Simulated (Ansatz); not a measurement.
# HBr (hydrogen bromide): CAM-B3LYP/STO-3G

Aim: the electronic atomisation energy of HBr (hydrogen bromide) at CAM-B3LYP/STO-3G, from 3 runs. 

The results are computed with Ansatz 0.2.0.

35 further runs of the same task are left out: 4 that didn't finish, 31 set aside as unsound or not needed.

### 1 The structure to begin with

HBr has 2 atoms, charge 0, and is taken as a singlet. As SMILES, `Br`. The shape is that of a GFN2-xTB optimisation.

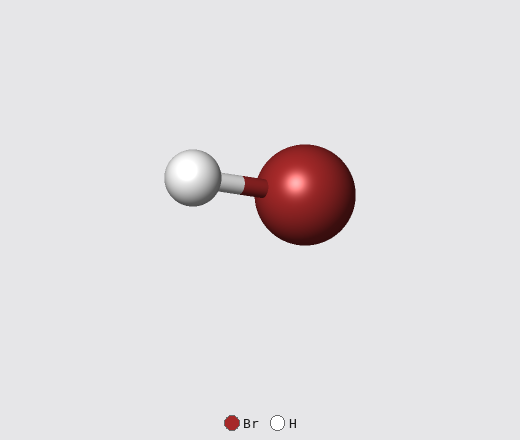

Viewed from a chosen angle; bromine red, hydrogen white.

### 2 The energy at CAM-B3LYP/STO-3G

File input.yaml:

```yaml
crystal:
  periodic: [false, false, false]
  atoms:
    - symbol: Br
      position_ang: [-0.594900, 0.214950, -0.300840]
    - symbol: H
      position_ang: [0.594900, -0.214950, 0.300840]
basis:
  gaussian: {orbitals: STO-3G}
hamiltonian: {xc: {name: CAM-B3LYP}}
accuracy: high
total_charge: 0
```

Started as:

```sh
ansatz run input.yaml --threads 1 --pin off --max-ram 2610MiB --events-out events.jsonl --progress --plain --runs-dir runs
```

Log:

```text
Warning: RAYON_NUM_THREADS=1 ignored (pool sized by the plan → 1); use --threads N
Functional definition: CAM-B3LYP
  name "CAM-B3LYP"
  parameter alpha = 0.19
  parameter beta = 0.46
  parameter omega = 0.33/bohr
  parameter ac = 0.81
  exchange = (1 - alpha - beta)*b88_x + beta*b88_x_sr(omega) + alpha*exact_x + beta*exact_x_lr(omega)
  correlation = (1 - ac)*vwn5_c + ac*lyp_c
211 factors; integrals over basis functions are off by at most 9.3e-9 eV
66 factors; integrals over basis functions are off by at most 1.8e-9 eV
mean field evaluation 1: about -69297.5461 eV, gradient 8.9e0 eV
mean field evaluation 2: about -69297.9447 eV, gradient 2.3e0 eV
mean field evaluation 4: about -69297.9702 eV, gradient 2.7e-2 eV
mean field evaluation 8: about -69297.9668 eV, gradient 1.0e-4 eV
mean field -69297.96683923 eV, -2546.6533094926 hartree, gradient 2.4e-10 eV, S^2 0.000000; 0 other end points of the search recorded, 0 dependent functions left out
reference -69297.96684822 eV, -2546.6533098231 hartree; 18, 18 occupied and 1, 1 virtual orbitals, 211 factors
Total energy: -69297.96684822 eV, -2546.6533098231 hartree
```

Run time: 0.64 s. Hardware: 1 thread of Arm Neoverse V1, shared host.

### 3 The Br atom

File in.yaml:

```yaml
basis:
  gaussian: {orbitals: STO-3G}
crystal:
  periodic: [false, false, false]
  atoms:
    - {symbol: Br, position_ang: [0.000000, 0.000000, 0.000000]}
magnetization: {spin_polarized: true, initial_magnetization: 1}
hamiltonian: {xc: {name: CAM-B3LYP}}
accuracy: high
```

Run the same way, it converges to -2546.02004 Eh (log not shown).

### 4 The H atom at the same level

File input.yaml:

```yaml
crystal:
  periodic: [false, false, false]
  atoms:
    - {symbol: H, position_ang: [0.000000, 0.000000, 0.000000]}
basis:
  gaussian:
    orbitals: STO-3G
magnetization:
  spin_polarized: true
  initial_magnetization: 1
hamiltonian:
  xc: {name: CAM-B3LYP}
accuracy: high
```

Run the same way, it converges to -0.46260 Eh (log not shown).

### 5 What came out

Level: CAM-B3LYP/STO-3G.

```
                     quantity           value
       molecule: total energy  -2546.65331 Eh
        Br atom: total energy  -2546.02004 Eh
                Br atom: ⟨S²⟩           0.750
         H atom: total energy     -0.46260 Eh
                 H atom: ⟨S²⟩           0.750
electronic atomisation energy        4.644 eV
```

What this shows: Taking the molecule apart into free atoms costs 4.64 eV (107 kcal/mol), before zero-point energy and without spin-orbit coupling. In a minimal basis such a difference can be off by several eV, whatever the method.
